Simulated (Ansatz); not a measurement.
# Direct or indirect: CSeS (Cmc2_1)

```cif
data_structure
_symmetry_space_group_name_H-M 'Cmc2_1'
_symmetry_Int_Tables_number 36
_cell_length_a 7.2148
_cell_length_b 6.3327
_cell_length_c 10.1355
_cell_angle_alpha 90.000
_cell_angle_beta 90.000
_cell_angle_gamma 90.000
_cell_volume 463.08
loop_
_atom_site_label
_atom_site_type_symbol
_atom_site_symmetry_multiplicity
_atom_site_Wyckoff_symbol
_atom_site_fract_x
_atom_site_fract_y
_atom_site_fract_z
_atom_site_occupancy
Se1 Se 4 a 0.00000 0.42381 0.62647 1
S1 S 4 a 0.00000 0.09689 0.37722 1
C1 C 4 a 0.00000 0.74697 0.99631 1
```

Method: Ansatz, PBE, independent particles, without spin-orbit coupling, line width 0.1 eV (Gaussian). The band structure gives a fundamental gap of 2.94 eV. The spectrum of vertical transitions near the edge:

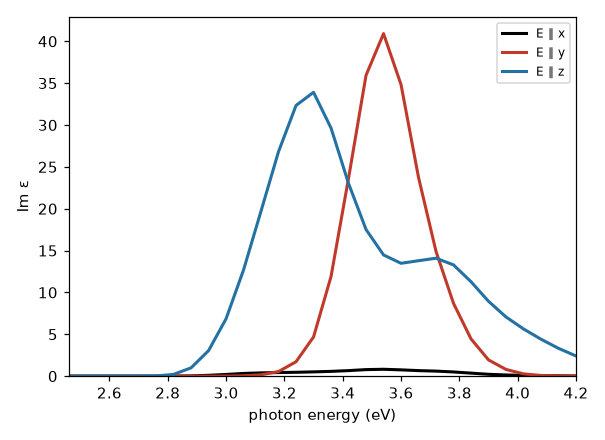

(1) Is the gap direct or indirect, and about where do vertical transitions set in?

## Answers

(1) Direct: the band path has its least direct gap at the fundamental one, 2.94 eV, and the curves rise from there. Lines are broadened by 0.1 eV, which spreads the edge.

Note: cells built here by substitution need not match a known phase.

[Logs are printed without paths, hosts, clocks, repeated set-up lines and the standing remarks that a program may print on its own settings, such as how far it seeks lower states.]
